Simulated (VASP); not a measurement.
Band structure of NiSb (relaxed from the wurtzite structure, space group P6_3mc). All values below come from PBEsol GGA, VASP's PBE PAW potentials (set 64) (plane waves; VASP 6.6.1).

Unless said otherwise, spin-orbit coupling is left out, though it shifts the bands of the heavy elements here.

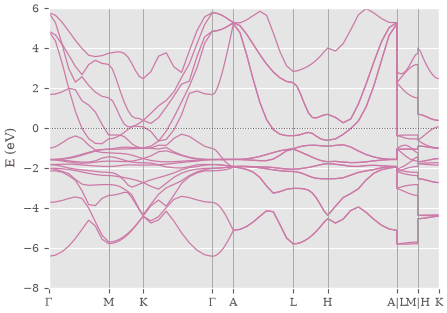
Figure: Bands along high-symmetry lines, zero at the valence-band maximum or, without a gap, the Fermi level

**Question.** Read the plot: is there a gap, and where are the band edges?

**Answer.** It has no gap at this level: it comes out as a metal or semimetal. (Edges off the drawn lines would not show.)

The structure was generated: NiSb was put into the wurtzite type (P6_3mc), which need not be its known phase. It was relaxed first, which changed the volume by -31 %. The run is not spin-polarised, so no magnetic state was tried.
